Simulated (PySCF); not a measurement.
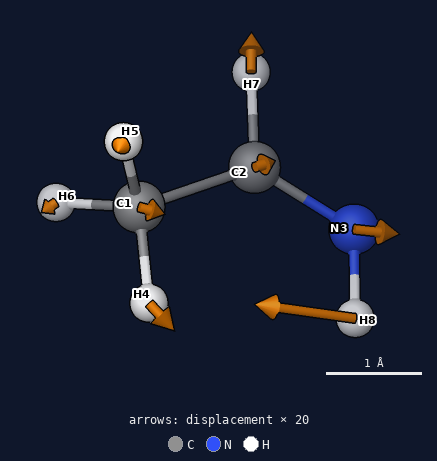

This is a relaxation of C$_{2}$H$_{5}$N. The starting structure is drawn; orange arrows show the displacements, magnified 20 times. The two geometries are superimposed by the best rigid fit.

The picture is a ball-and-stick view, seen at a tilt.

The start comes from GFN2-xTB.

Method: PBE0-D3(BJ)/def2-SVP geometry optimisation, gas phase (PySCF 2.14.0, density-fitted response routines). 

### Atoms of which element are displaced furthest, and by how much?

Hydrogen: up to 0.060 Å, against 0.027 Å for nitrogen.

### What happened in the run?

The atom that moves furthest after the best rigid fit is H8 (0.060 Å). Largest moves by element: H 0.060 Å, N 0.027 Å, C 0.016 Å. Among the contacts that change: C2–H7 1.087 → 1.106 Å, C2–N3 1.252 → 1.267 Å, C1–H4 1.089 → 1.101 Å, N3–H8 1.021 → 1.028 Å. Bond angles that change, for instance: C2–N3–H8 114.8° → 110.0°. The energy falls by 0.039 eV in 4 geometry steps. Largest force component: 1.3 eV/Å at the start, 0.0067 eV/Å at the end. The run took roughly 6 core-seconds on a shared host.
